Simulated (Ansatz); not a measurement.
**C2H7FN2O: inversion of the pyramid at N4**

How high is the barrier for the inversion of the pyramid at N4? Relax the two ends, then run a nudged elastic band between them. SMILES of the start: CNC(N)(O)F.

Program: Ansatz 0.2.0. Level of theory: RKS B3LYP-D4/def2-mTZVP. These are calculated values, not measurements.

## (1) The structure to begin with

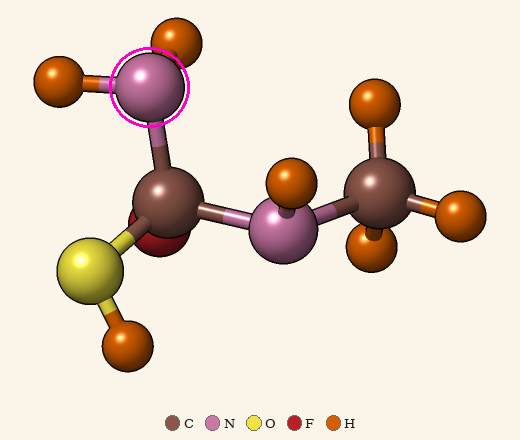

The starting structure, seen from a chosen angle (carbon brown, nitrogen pink, oxygen yellow, fluorine red, hydrogen orange). Ringed: N4.

Coordinates:

```xyz
13

C     0.7491   -0.6450    1.3592
N     0.8118    0.2978    0.2120
C    -0.4401    0.4883   -0.4924
N    -0.5350   -0.5874   -1.3643
O    -0.3456    1.6578   -1.2185
F    -1.4535    0.5979    0.3580
H     1.7121   -0.7217    1.8133
H     0.3846   -1.5777    1.0515
H     0.0382   -0.1753    2.1567
H     1.4322   -0.1110   -0.4610
H    -1.2922   -0.2415   -2.0131
H    -1.0982   -1.2834   -0.8055
H     0.0569    2.2665   -0.5810
```

## (2) Relaxing end A

The input, input.yaml:

```yaml
crystal:
  periodic: [false, false, false]
  atoms:
    - { symbol: C, position_ang: [0.7491, -0.645, 1.3592] }
    - { symbol: "N", position_ang: [0.8118, 0.2978, 0.212] }
    - { symbol: C, position_ang: [-0.4401, 0.4883, -0.4924] }
    - { symbol: "N", position_ang: [-0.535, -0.5874, -1.3643] }
    - { symbol: O, position_ang: [-0.3456, 1.6578, -1.2185] }
    - { symbol: F, position_ang: [-1.4535, 0.5979, 0.358] }
    - { symbol: H, position_ang: [1.7121, -0.7217, 1.8133] }
    - { symbol: H, position_ang: [0.3846, -1.5777, 1.0515] }
    - { symbol: H, position_ang: [0.0382, -0.1753, 2.1567] }
    - { symbol: H, position_ang: [1.4322, -0.111, -0.461] }
    - { symbol: H, position_ang: [-1.2922, -0.2415, -2.0131] }
    - { symbol: H, position_ang: [-1.0982, -1.2834, -0.8055] }
    - { symbol: H, position_ang: [0.0569, 2.2665, -0.581] }
basis:
  gaussian: { orbitals: def2-mTZVP }
hamiltonian:
  xc: b3lyp
  dispersion: d4
relax:
  f_tol: 0.015
  max_steps: 40
output:
  orbitals: {}
```

On the command line:

```sh
$ ansatz run input.yaml --threads 2 --pin off --max-ram 3072MiB --backend cpu --events-out ev --progress --plain --runs-dir out
```

The program printed (excerpt; [...] marks lines left out):

```text
Warning: RAYON_NUM_THREADS=2 ignored (pool sized by the plan → 2); use --threads N
[...]
Functional definition: B3LYP
[...]
1247 factors; their error is unknown
[...]
mean field -9935.02792658 eV, -365.1055420978 hartree, gradient 1.6e-5 eV, S^2 0.000000; 0 other end points of the search recorded, 0 dependent functions left out
[...]
reference -9935.02818053 eV, -365.1055514306 hartree; 25, 25 occupied and 115, 115 virtual orbitals, 1247 factors
relax step   1: F+E_penalty+E_count = -9935.40951639 eV  Δ(F+E_penalty+E_count) = +0.000e0 eV  max|allowed force component| = 4.188e0 eV/Å  Δτ_max = 0.0000 Å  (29 SCF iters, accepted)
[...]
relax step   3: F+E_penalty+E_count = -9936.14911668 eV  Δ(F+E_penalty+E_count) = -1.226e-1 eV  max|allowed force component| = 5.424e-1 eV/Å  Δτ_max = 0.0733 Å  (30 SCF iters, accepted)
[...]
relax step   5: F+E_penalty+E_count = -9936.17687829 eV  Δ(F+E_penalty+E_count) = -2.776e-2 eV  max|allowed force component| = 1.330e-1 eV/Å  Δτ_max = 0.0968 Å  (30 SCF iters, accepted)
[...]
relax step   7: F+E_penalty+E_count = -9936.18405635 eV  Δ(F+E_penalty+E_count) = -3.303e-3 eV  max|allowed force component| = 7.762e-2 eV/Å  Δτ_max = 0.0606 Å  (31 SCF iters, accepted)
[...]
relax step   9: F+E_penalty+E_count = -9936.18691080 eV  Δ(F+E_penalty+E_count) = -5.463e-4 eV  max|allowed force component| = 3.130e-2 eV/Å  Δτ_max = 0.0164 Å  (31 SCF iters, accepted)
[...]
1247 factors; their error is unknown
[...]
mean field -9935.80988288 eV, -365.1342784622 hartree, gradient 2.4e-5 eV, S^2 0.000000; 1 other end points of the search recorded, 0 dependent functions left out
[...]
reference -9935.81014000 eV, -365.1342879109 hartree; 25, 25 occupied and 115, 115 virtual orbitals, 1247 factors
Total energy: -9936.18728911 eV, -365.1481478853 hartree
Atom 0 at     0.717704    -0.693213     1.345096 Å, force    -0.004014    -0.000346    -0.003989 eV/Å
Atom 1 at     0.791343     0.342104     0.315091 Å, force     0.001362     0.014730    -0.009758 eV/Å
Atom 2 at    -0.376193     0.522001    -0.502477 Å, force     0.005357     0.003642     0.006488 eV/Å
Atom 3 at    -0.731152    -0.583821    -1.326306 Å, force    -0.000702    -0.002894    -0.005078 eV/Å
Atom 4 at    -0.217864     1.610018    -1.332127 Å, force    -0.001077    -0.003087    -0.005861 eV/Å
Atom 5 at    -1.432838     0.810266     0.417222 Å, force    -0.001383    -0.002500     0.002068 eV/Å
Atom 6 at     1.654667    -0.693932     1.900610 Å, force     0.005419    -0.005258     0.003093 eV/Å
Atom 7 at     0.556870    -1.707349     0.953852 Å, force     0.003629    -0.005351     0.002669 eV/Å
Atom 8 at    -0.084192    -0.456066     2.039777 Å, force    -0.007425    -0.001095     0.006119 eV/Å
Atom 9 at     1.565699     0.160969    -0.317311 Å, force    -0.001825    -0.000004     0.000357 eV/Å
Atom 10 at    -1.491201    -0.318454    -1.946040 Å, force    -0.000870     0.001160    -0.000614 eV/Å
Atom 11 at    -1.045450    -1.360669    -0.754780 Å, force    -0.001552    -0.002688     0.002834 eV/Å
Atom 12 at     0.112907     2.333444    -0.777710 Å, force     0.003081     0.003691     0.001673 eV/Å
Dipole moment:     0.169601    -0.274232     0.092650 e Å
```

Wall time 49 s (2 threads of Arm Neoverse V1, shared host); peak memory 0.34 GiB.

The steps of the relaxation:

| step | energy from step 1 (eV) | largest force component (eV/Å) |
| --- | --- | --- |
| 1 | 0.0000 | 4.1877 |
| 2 | -0.6170 | 1.6246 |
| 3 | -0.7396 | 0.5424 |
| 4x | -0.6296 | 1.3823 |
| 5 | -0.7674 | 0.1330 |
| 6 | -0.7712 | 0.1101 |
| 7 | -0.7745 | 0.0776 |
| 8 | -0.7768 | 0.0741 |
| 9 | -0.7774 | 0.0313 |
| 10 | -0.7775 | 0.0147 |

Step 1 is the start. 1 step was tried and not accepted (marked x).

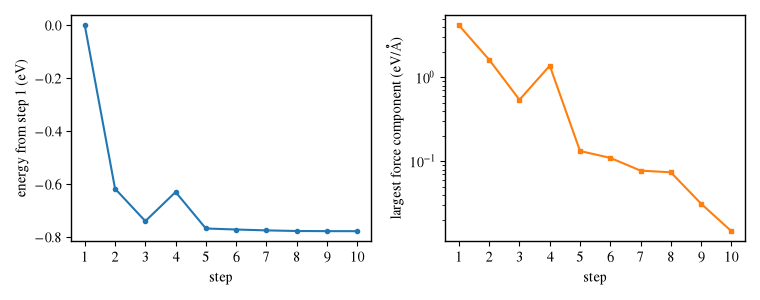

Energy and largest force along the relaxation.

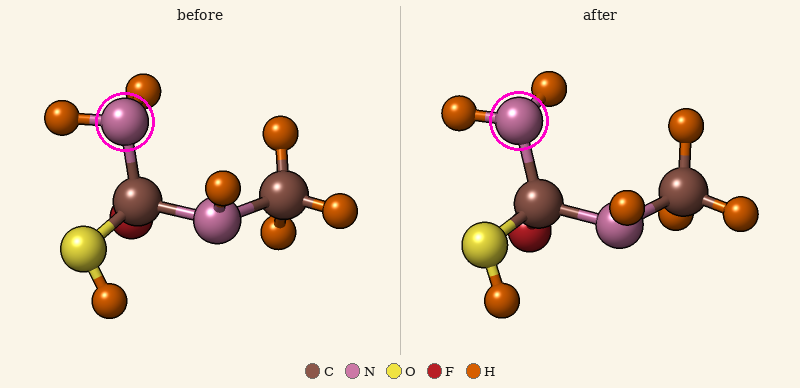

The structure before (left) and after (right), drawn at the same scale.

After: Bond lengths: C1–N2 1.462 Å, N2–C3 1.437 Å, C3–N4 1.424 Å, C3–O5 1.377 Å, C3–F6 1.430 Å, C1–H7 1.089 Å, C1–H8 1.099 Å, C1–H9 1.087 Å, N2–H10 1.016 Å, N4–H11 1.016 Å, N4–H12 1.014 Å, O5–H13 0.970 Å. Angles (14 of 19 angles, heavy atoms first): C1–N2–C3 116.7°, N2–C3–N4 115.8°, N2–C3–O5 110.4°, N2–C3–F6 105.1°, N4–C3–O5 107.1°, N4–C3–F6 110.1°, O5–C3–F6 108.2°, C1–N2–H10 110.5°, C3–N2–H10 106.7°, N2–C1–H7 108.4°, N2–C1–H8 114.2°, N2–C1–H9 109.4°, C3–N4–H11 109.7°, C3–N4–H12 110.2°.

## (3) End point B

The second end starts from a geometry with the move made by hand.

Changes to input.yaml since step 2:

```diff
@@ -13,4 +13,4 @@
     - { symbol: H, position_ang: [1.4322, -0.111, -0.461] }
-    - { symbol: H, position_ang: [-1.2922, -0.2415, -2.0131] }
-    - { symbol: H, position_ang: [-1.0982, -1.2834, -0.8055] }
+    - { symbol: H, position_ang: [0.01099, -0.21526, -2.18731] }
+    - { symbol: H, position_ang: [0.18223, -1.25762, -0.97667] }
     - { symbol: H, position_ang: [0.0569, 2.2665, -0.581] }
@@ -24,3 +24 @@
   max_steps: 40
-output:
-  orbitals: {}
```

On the command line:

```sh
$ ansatz run input.yaml --threads 2 --pin off --max-ram 3072MiB --backend cpu --events-out ev --progress --plain --runs-dir out
```

The program printed (excerpt; [...] marks lines left out):

```text
Warning: RAYON_NUM_THREADS=2 ignored (pool sized by the plan → 2); use --threads N
[...]
Functional definition: B3LYP
[...]
1247 factors; their error is unknown
[...]
mean field -9934.50450538 eV, -365.0863067238 hartree, gradient 4.9e-5 eV, S^2 0.000000; 0 other end points of the search recorded, 0 dependent functions left out
[...]
reference -9934.50475920 eV, -365.0863160515 hartree; 25, 25 occupied and 115, 115 virtual orbitals, 1247 factors
relax step   1: F+E_penalty+E_count = -9934.89059379 eV  Δ(F+E_penalty+E_count) = +0.000e0 eV  max|allowed force component| = 3.134e0 eV/Å  Δτ_max = 0.0000 Å  (28 SCF iters, accepted)
[...]
relax step   4: F+E_penalty+E_count = -9935.98417855 eV  Δ(F+E_penalty+E_count) = -5.871e-2 eV  max|allowed force component| = 5.228e-1 eV/Å  Δτ_max = 0.2000 Å  (36 SCF iters, accepted)
[...]
Atom 3 at    -0.613738    -0.535082    -1.435193 Å, force     0.012524    -0.003724    -0.006839 eV/Å
Atom 4 at    -0.203356     1.673480    -1.270480 Å, force    -0.000357     0.003853    -0.003381 eV/Å
Atom 5 at    -1.445672     0.606908     0.329788 Å, force    -0.000045    -0.002500    -0.000437 eV/Å
Atom 6 at     1.700262    -0.612428     1.942800 Å, force    -0.000342    -0.000879    -0.000056 eV/Å
Atom 7 at     0.740777    -1.658329     0.885724 Å, force     0.000433    -0.001629    -0.000372 eV/Å
Atom 8 at    -0.058393    -0.546469     2.013821 Å, force    -0.001401     0.000015     0.001490 eV/Å
Atom 9 at     1.645342     0.402079    -0.187977 Å, force    -0.002342     0.000166     0.000847 eV/Å
Atom 10 at     0.071564    -0.547324    -2.182738 Å, force    -0.012708    -0.000633     0.013764 eV/Å
Atom 11 at    -0.630030    -1.433986    -0.966793 Å, force    -0.000606     0.005260    -0.003546 eV/Å
Atom 12 at     0.132678     2.359808    -0.673177 Å, force    -0.000995    -0.003432     0.000019 eV/Å
Dipole moment:     0.710798    -0.331204     0.075290 e Å
```

Run time: 68 s. Hardware: 2 threads of Arm Neoverse V1, shared host; peak memory 0.34 GiB.

Step by step:

| step | energy from step 1 (eV) | largest force component (eV/Å) |
| --- | --- | --- |
| 1 | 0.0000 | 3.1341 |
| 2 | -0.8137 | 1.2381 |
| 3 | -1.0349 | 0.6307 |
| 4 | -1.0936 | 0.5228 |
| 5x | -1.0811 | 0.5660 |
| 6 | -1.1158 | 0.0535 |
| 7 | -1.1191 | 0.0798 |
| 8 | -1.1220 | 0.0929 |
| 9 | -1.1237 | 0.1308 |
| 10x | -1.1224 | 0.3314 |
| 11 | -1.1257 | 0.0538 |
| 12x | -1.1250 | 0.2249 |
| 13 | -1.1267 | 0.0088 |
| 14 | -1.1268 | 0.0310 |
| 15 | -1.1268 | 0.0138 |

Step 1 is the start. 3 steps were tried and not accepted (marked x).

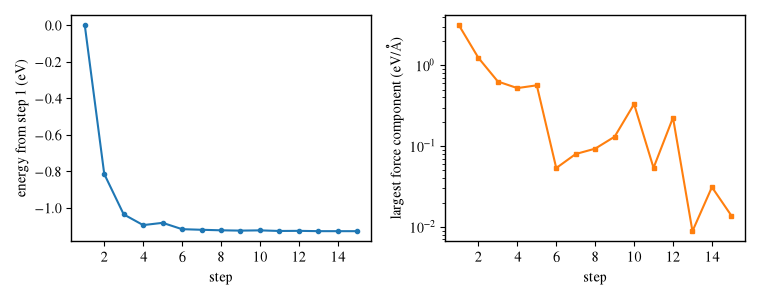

Energy and largest force along the relaxation.

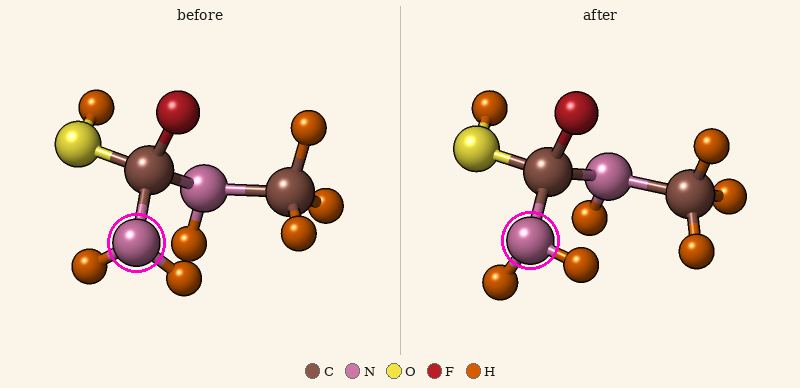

The structure before (left) and after (right), drawn at the same scale.

After: Bond lengths: C1–N2 1.461 Å, N2–C3 1.454 Å, C3–N4 1.433 Å, C3–O5 1.379 Å, C3–F6 1.399 Å, C1–H7 1.089 Å, C1–H8 1.100 Å, C1–H9 1.087 Å, N2–H10 1.016 Å, N4–H11 1.014 Å, N4–H12 1.014 Å, O5–H13 0.970 Å. Angles (14 of 19 angles, heavy atoms first): C1–N2–C3 116.3°, N2–C3–N4 120.4°, N2–C3–O5 108.3°, N2–C3–F6 104.6°, N4–C3–O5 106.4°, N4–C3–F6 105.9°, O5–C3–F6 111.0°, C1–N2–H10 110.5°, C3–N2–H10 107.5°, N2–C1–H7 108.6°, N2–C1–H8 114.2°, N2–C1–H9 109.5°, C3–N4–H11 110.5°, C3–N4–H12 111.3°.

## (4) The band

crystal.atoms is end A as relaxed above, and neb.final_atoms is end B, turned to lie on A. With 5 inner images the band has 7 in all. The start path is listed, through a guess of the saddle.

The input, input.yaml:

```yaml
crystal:
  periodic: [false, false, false]
  atoms:
    - { symbol: C, position_ang: [0.717704, -0.693213, 1.345096] }
    - { symbol: "N", position_ang: [0.791343, 0.342104, 0.315091] }
    - { symbol: C, position_ang: [-0.376193, 0.522001, -0.502477] }
    - { symbol: "N", position_ang: [-0.731152, -0.583821, -1.326306] }
    - { symbol: O, position_ang: [-0.217864, 1.610018, -1.332127] }
    - { symbol: F, position_ang: [-1.432838, 0.810266, 0.417222] }
    - { symbol: H, position_ang: [1.654667, -0.693932, 1.90061] }
    - { symbol: H, position_ang: [0.55687, -1.707349, 0.953852] }
    - { symbol: H, position_ang: [-0.084192, -0.456066, 2.039777] }
    - { symbol: H, position_ang: [1.565699, 0.160969, -0.317311] }
    - { symbol: H, position_ang: [-1.491201, -0.318454, -1.94604] }
    - { symbol: H, position_ang: [-1.04545, -1.360669, -0.75478] }
    - { symbol: H, position_ang: [0.112907, 2.333444, -0.77771] }
basis:
  gaussian: { orbitals: def2-mTZVP }
hamiltonian:
  xc: b3lyp
  dispersion: d4
neb:
  order_check: false
  images: 5
  f_tol: 0.05
  max_iterations: 60
  final_atoms:
    - { symbol: C, position_ang: [0.71235733, -0.69288357, 1.29775621] }
    - { symbol: "N", position_ang: [0.728385, 0.35064002, 0.27573175] }
    - { symbol: C, position_ang: [-0.52226635, 0.58141941, -0.42936014] }
    - { symbol: "N", position_ang: [-1.1142877, -0.45921822, -1.21717265] }
    - { symbol: O, position_ang: [-0.35292401, 1.65990289, -1.27140307] }
    - { symbol: F, position_ang: [-1.44819575, 0.87297418, 0.57870655] }
    - { symbol: H, position_ang: [1.707443, -0.76740047, 1.73482238] }
    - { symbol: H, position_ang: [0.4337058, -1.6885925, 0.92184708] }
    - { symbol: H, position_ang: [0.01763391, -0.41756646, 2.0875594] }
    - { symbol: H, position_ang: [1.44082533, 0.15426665, -0.42200307] }
    - { symbol: H, position_ang: [-0.57755703, -0.61187894, -2.06406527] }
    - { symbol: H, position_ang: [-1.18536749, -1.32385059, -0.69271969] }
    - { symbol: H, position_ang: [0.18054797, 2.30748559, -0.78480247] }
  initial_path:
    images:
      - { positions_ang: [[0.717704, -0.693213, 1.345096], [0.791343, 0.342104, 0.315091], [-0.376193, 0.522001, -0.502477], [-0.731152, -0.583821, -1.326306], [-0.217864, 1.610018, -1.332127], [-1.432838, 0.810266, 0.417222], [1.654667, -0.693932, 1.90061], [0.55687, -1.707349, 0.953852], [-0.084192, -0.456066, 2.039777], [1.565699, 0.160969, -0.317311], [-1.491201, -0.318454, -1.94604], [-1.04545, -1.360669, -0.75478], [0.112907, 2.333444, -0.77771]] }
      - { positions_ang: [[0.71696065, -0.68072256, 1.34301373], [0.77707111, 0.31351545, 0.2653495], [-0.43102205, 0.52101815, -0.48208397], [-0.74709008, -0.57764429, -1.30894523], [-0.28736725, 1.62793316, -1.28914207], [-1.44582028, 0.77909463, 0.43947317], [1.67137036, -0.72595467, 1.83928087], [0.45947731, -1.66054124, 0.99785171], [-0.02102508, -0.34441278, 2.08579026], [1.47145261, 0.03776069, -0.39268478], [-1.3136528, -0.25152628, -2.03503167], [-0.92766616, -1.38085493, -0.72415724], [0.09761166, 2.30763268, -0.72381728]] }
      - { positions_ang: [[0.7162173, -0.66823212, 1.34093147], [0.76279923, 0.2849269, 0.21560799], [-0.48585109, 0.52003531, -0.46169093], [-0.76302817, -0.57146758, -1.29158446], [-0.35687051, 1.64584831, -1.24615714], [-1.45880255, 0.74792326, 0.46172434], [1.68807371, -0.75797733, 1.77795174], [0.36208462, -1.61373349, 1.04185141], [0.04214183, -0.23275955, 2.13180352], [1.37720623, -0.08544763, -0.46805855], [-1.1361046, -0.18459856, -2.12402335], [-0.80988233, -1.40104087, -0.69353448], [0.08231633, 2.28182135, -0.66992455]] }
      - { positions_ang: [[0.71547395, -0.65574168, 1.3388492], [0.74852734, 0.25633835, 0.16586649], [-0.54068014, 0.51905246, -0.4412979], [-0.77896625, -0.56529087, -1.27422369], [-0.42637376, 1.66376347, -1.20317221], [-1.47178483, 0.71675188, 0.4839755], [1.70477707, -0.79, 1.71662261], [0.26469193, -1.56692573, 1.08585112], [0.10530875, -0.12110633, 2.17781679], [1.28295984, -0.20865594, -0.54343233], [-0.9585564, -0.11767084, -2.21301502], [-0.69209849, -1.4212268, -0.66291172], [0.06702099, 2.25601003, -0.61603183]] }
      - { positions_ang: [[0.71443508, -0.66812231, 1.32515154], [0.74181322, 0.28777224, 0.20248824], [-0.53454221, 0.53984144, -0.43731865], [-0.89074007, -0.52993332, -1.25520668], [-0.40189051, 1.66247661, -1.22591583], [-1.4639218, 0.76882598, 0.51555252], [1.70566571, -0.78246682, 1.7226892], [0.32102988, -1.60748132, 1.03118311], [0.0760838, -0.21992637, 2.14773099], [1.33558167, -0.08768175, -0.50295591], [-0.83155661, -0.28240688, -2.16336511], [-0.85652149, -1.38876807, -0.67284771], [0.10486332, 2.27316855, -0.67228871]] }
      - { positions_ang: [[0.7133962, -0.68050294, 1.31145388], [0.73509911, 0.31920613, 0.23911], [-0.52840428, 0.56063043, -0.43333939], [-1.00251388, -0.49457577, -1.23618967], [-0.37740726, 1.66118975, -1.24865945], [-1.45605878, 0.82090008, 0.54712953], [1.70655435, -0.77493364, 1.72875579], [0.37736784, -1.64803691, 0.9765151], [0.04685885, -0.31874642, 2.11764519], [1.3882035, 0.03329245, -0.46247949], [-0.70455682, -0.44714291, -2.11371519], [-1.02094449, -1.35630933, -0.6827837], [0.14270564, 2.29032707, -0.72854559]] }
      - { positions_ang: [[0.71235733, -0.69288357, 1.29775621], [0.728385, 0.35064002, 0.27573175], [-0.52226635, 0.58141941, -0.42936014], [-1.1142877, -0.45921822, -1.21717265], [-0.35292401, 1.65990289, -1.27140307], [-1.44819575, 0.87297418, 0.57870655], [1.707443, -0.76740047, 1.73482238], [0.4337058, -1.6885925, 0.92184708], [0.01763391, -0.41756646, 2.0875594], [1.44082533, 0.15426665, -0.42200307], [-0.57755703, -0.61187894, -2.06406527], [-1.18536749, -1.32385059, -0.69271969], [0.18054797, 2.30748559, -0.78480247]] }
```

On the command line:

```sh
$ ansatz run input.yaml --threads 2 --pin off --max-ram 3072MiB --backend cpu --events-out ev --progress --plain --runs-dir out
```

The program printed (excerpt; [...] marks lines left out):

```text
Warning: RAYON_NUM_THREADS=2 ignored (pool sized by the plan → 2); use --threads N
[...]
Functional definition: B3LYP
[...]
1247 factors; their error is unknown
[...]
mean field -9935.80992107 eV, -365.1342798655 hartree, gradient 4.1e-5 eV, S^2 0.000000; 0 other end points of the search recorded, 0 dependent functions left out
[...]
reference -9935.81017880 eV, -365.1342893370 hartree; 25, 25 occupied and 115, 115 virtual orbitals, 1247 factors
1247 factors; their error is unknown
[...]
mean field -9935.63967791 eV, -365.1280235446 hartree, gradient 2.0e-5 eV, S^2 0.000000; 0 other end points of the search recorded, 0 dependent functions left out
[...]
reference -9935.63993375 eV, -365.1280329466 hartree; 25, 25 occupied and 115, 115 virtual orbitals, 1247 factors
NEB end point (image 0): max|allowed force component| = 1.435e-2 eV/Å (the criterion of neb.relax_end_points is 1.000e-2)
[...]
Atom 3 at    -0.929629    -0.533467    -1.169231 Å, force    -0.039180    -0.042021     0.024793 eV/Å
Atom 4 at    -0.203807     1.599236    -1.347750 Å, force     0.026284     0.022602    -0.007658 eV/Å
Atom 5 at    -1.366562     1.010975     0.497991 Å, force     0.000205     0.005594    -0.011144 eV/Å
Atom 6 at     1.632762    -0.737974     1.897955 Å, force    -0.000644     0.001261     0.000417 eV/Å
Atom 7 at     0.460915    -1.727480     1.015265 Å, force     0.001979    -0.001600     0.000037 eV/Å
Atom 8 at    -0.092249    -0.412938     2.064132 Å, force    -0.002554     0.000655    -0.000851 eV/Å
Atom 9 at     1.532719     0.085745    -0.346179 Å, force     0.004446     0.008736     0.003663 eV/Å
Atom 10 at    -1.537025    -0.365236    -1.952244 Å, force     0.001619     0.014778    -0.005107 eV/Å
Atom 11 at    -0.567850    -1.458415    -1.034770 Å, force     0.030118    -0.001087     0.003476 eV/Å
Atom 12 at     0.036592     2.371440    -0.812105 Å, force    -0.006844     0.003560     0.003916 eV/Å
Dipole moment:     0.346580    -0.409042    -0.128745 e Å
this run last wrote the band of iteration 16 to <dir>
```

Run time: 5.6 min. Hardware: 2 threads of Arm Neoverse V1, shared host; peak memory 0.35 GiB.

(Part 1 of 2 ends here.)
